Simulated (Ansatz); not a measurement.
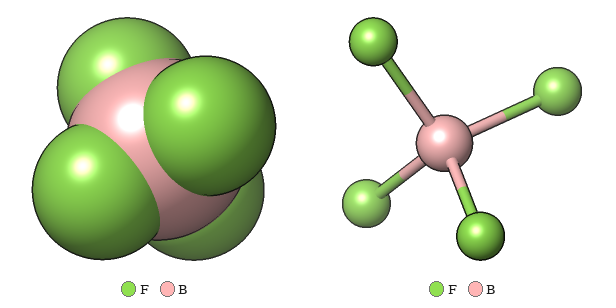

The same structure drawn twice, from different directions.

The species has charge −1 and is a spin singlet. Computed geometry: PBE0-D4/def2-TZVPD optimisation.

Identify the structure.

Formula BF4(-). As SMILES it reads `F[B-](F)(F)F`. The point group is Td. Coordination: 1 B tetrahedral.

The parts below concern this one geometry. Atoms keep their numbers from picture to picture.

### Levels of theory compared

Program: Ansatz 0.2.0.

Compare HOMO energy (eV) at these levels: B3LYP-D4/def2-TZVPPD; BHLYP-D4/def2-TZVPPD; BLYP-D4/def2-TZVPPD; CAM-B3LYP-D4/def2-TZVPPD; PBE-D4/def2-TZVPPD; PBE0-D4/def2-SVPD; PBE0-D4/def2-TZVPPD; SPW92 (LDA)/def2-TZVPPD; r2SCAN0-D4/def2-TZVPPD; r2SCANh-D4/def2-TZVPPD; ωB97M-V/def2-QZVPPD; ωB97M-V/def2-SVPD.

| level | HOMO energy (eV) |
| --- | --- |
| B3LYP-D4/def2-TZVPPD | −4.47 |
| BHLYP-D4/def2-TZVPPD | −6.89 |
| BLYP-D4/def2-TZVPPD | −2.64 |
| CAM-B3LYP-D4/def2-TZVPPD | −6.39 |
| PBE-D4/def2-TZVPPD | −2.67 |
| PBE0-D4/def2-SVPD | −4.88 |
| PBE0-D4/def2-TZVPPD | −4.76 |
| SPW92 (LDA)/def2-TZVPPD | −2.92 |
| r2SCAN0-D4/def2-TZVPPD | −5.12 |
| r2SCANh-D4/def2-TZVPPD | −3.92 |
| ωB97M-V/def2-QZVPPD | −7.34 |
| ωB97M-V/def2-SVPD | −7.50 |

### Vibrations

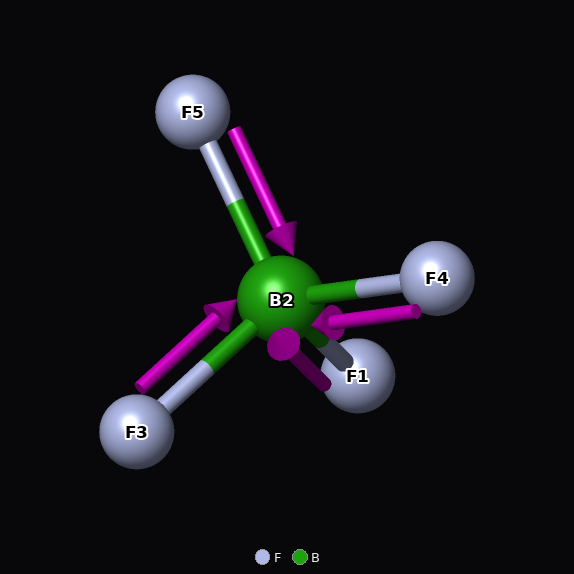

The arrows show one normal mode. Harmonic vibrations computed with RKS PBE0-D4/def2-TZVPD (Ansatz 0.2.0) at a stationary point of the same level.

Describe the motion.

Mostly in-phase stretching of 4 B–F bonds.

At what wavenumber does it lie?

762 cm⁻¹; it is mode 6 of 9 counted from the lowest.

### Thermal motion

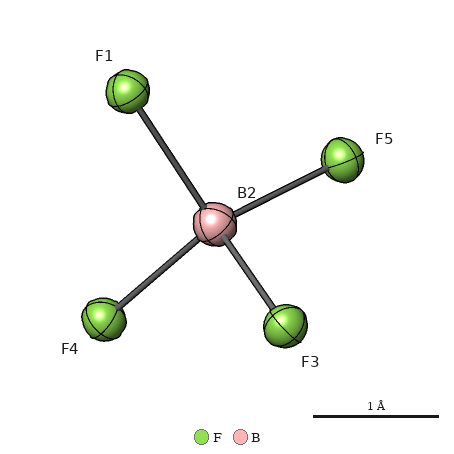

Displacement ellipsoids at the 50 % level, enlarged 3 times, from the internal vibrations of the free molecule (harmonic, no overall translation or rotation; no half-axis is drawn under 0.075 Å). Vibrations computed with RKS PBE0-D4/def2-TZVPD (Ansatz 0.2.0). Temperature: 400 K.

Which atom has the largest mean-square displacement?

B2, with U_eq = 0.0015 Å².

Give the displacement parameters, one line for each set of equivalent atoms.

```tsv
atom	U_eq (Å²)	rms amplitudes (Å)
F1, F3, F4, F5	0.0015	0.037, 0.039, 0.039
B2	0.0015	0.039, 0.039, 0.039
```
